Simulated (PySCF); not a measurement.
System: C₇H₅O₂ (SMILES O=C(O)c1c[c]ccc1) (doublet).

Input file:

```
{"job": {"kind": "epr", "basis": "pcH-1"}, "charge": 0, "multiplicity": 2}
O      2.457596    -1.279684    -0.135913
C      1.920668    -0.235768     0.140835
O      2.614745     0.830818     0.565736
C      0.464083     0.003058     0.051769
C     -0.092851     1.246714     0.387018
C     -1.442474     1.368588     0.273006
C     -2.291739     0.383255    -0.139212
C     -1.730608    -0.851069    -0.471124
C     -0.365685    -1.031774    -0.374248
H      3.558884     0.612829     0.602552
H      0.546220     2.050388     0.716233
H     -3.357586     0.537690    -0.209951
H     -2.369377    -1.656545    -0.802346
H      0.087447    -1.978973    -0.626520
```

Command:

```sh
OMP_NUM_THREADS=1 python probes_run.py task.json out
```

Geometry: GFN2-xTB.

Computed with UKS B3LYP, pcH-1 on C H O, non-relativistic, mean-field spin-orbit, GIAO in PySCF.

### What can the converged electron density, electron localisation function and spin density tell about the bonding?

C–O (1.21 Å): ρ at the midpoint is about 3.3 e/Å³; the ELF peaks at about 0.85 between the atoms (a multiple bond).
C–C (1.36 Å): ρ at the midpoint is about 2.2 e/Å³; the ELF peaks at about 0.95 between the atoms; a covalent bond.
O–H (0.97 Å): ρ is about 3.7 e/Å³ halfway; the ELF climbs to about 1 towards the hydrogen, as it does in any bond to H; a covalent bond by its length.
C–O (1.34 Å): ρ at the midpoint is about 2.4 e/Å³; the ELF peaks at about 0.90 between the atoms, as expected for a shared but strongly polarised pair.
The unpaired spin (1 electron) lies mostly on C6 (about 0.8), in electrons by Hirshfeld's partition.

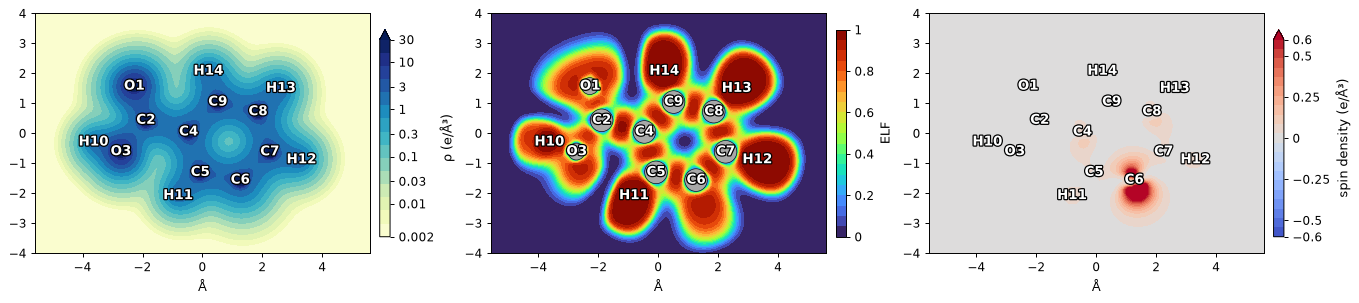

Computed electron density, electron localisation function and spin density on the molecular plane, in this order. Grey discs cover the atomic cores in the ELF map. 
